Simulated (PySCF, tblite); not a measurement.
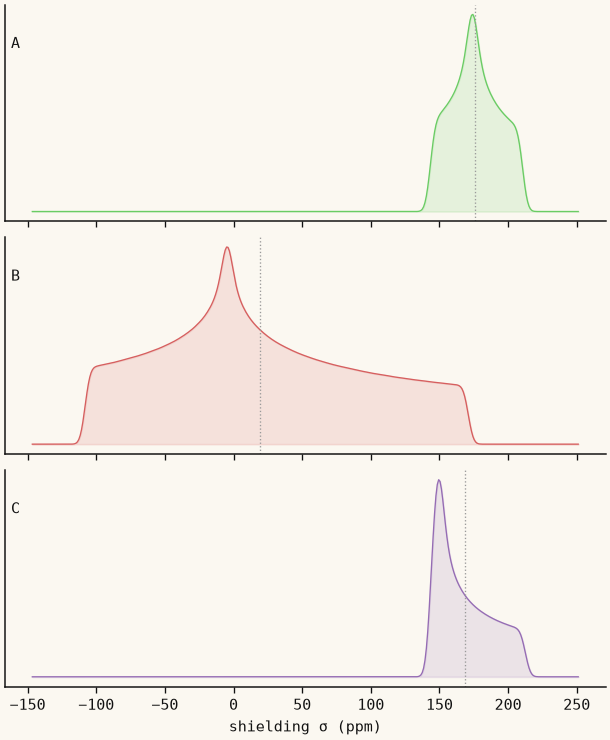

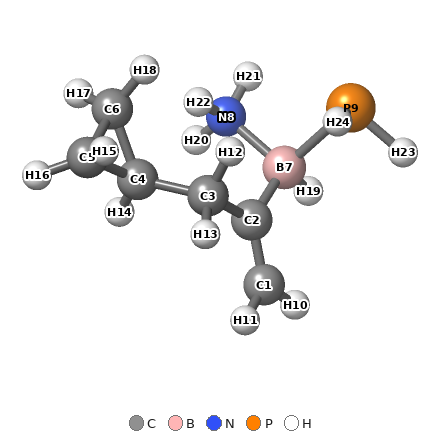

Static powder patterns (¹³C) from GIAO shielding tensors of C₆H₁₅BNP, SMILES C=C(CC1CC1)[B@@H-]([NH3+])P, PBE0/pcSseg-1 in PySCF 2.14.0, at a GFN2-xTB geometry (a minimum by its frequencies); absolute shielding, one fixed geometry of the isolated molecule without any motion, no dipolar terms. The dotted line is the isotropic value; skew is 3(σiso − σ22)/span.

The panels belong to C2, C4 and C6. Which is which?

panel A: C6, σ11, σ22, σ33 = 143, 174, 211 ppm, isotropic 176, span 67 ppm, skew 0.09; panel B: C2, σ11, σ22, σ33 = −108, −5, 171 ppm, isotropic 19, span 279 ppm, skew 0.26; panel C: C4, σ11, σ22, σ33 = 143, 150, 213 ppm, isotropic 168, span 69 ppm, skew 0.81.

Known limits of this run: the tight-binding geometry is rougher than a DFT one and adds to the error; one conformer of a flexible molecule.
